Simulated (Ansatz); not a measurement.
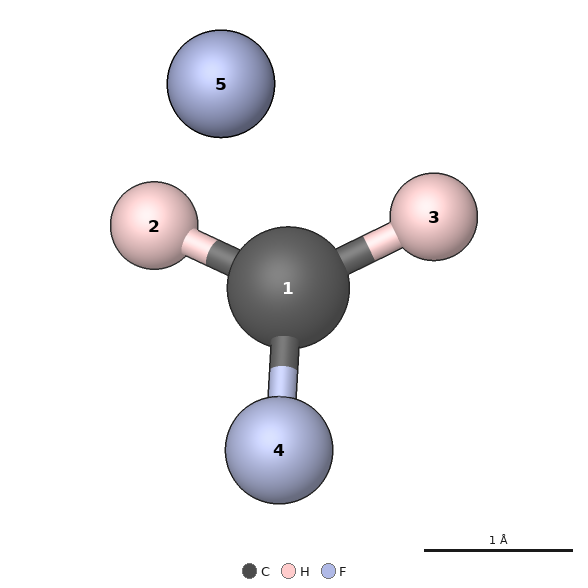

Simulated data, not a measurement (program: Ansatz).

The atoms are numbered. The species has charge +1 and is a spin doublet. Geometry: a fixed input geometry, not necessarily a minimum.

> What is the geometry at C1?

C1 has 3 neighbours (H2 at 1.08, H3 at 1.10, F4 at 1.21 Å); the arrangement is trigonal planar.
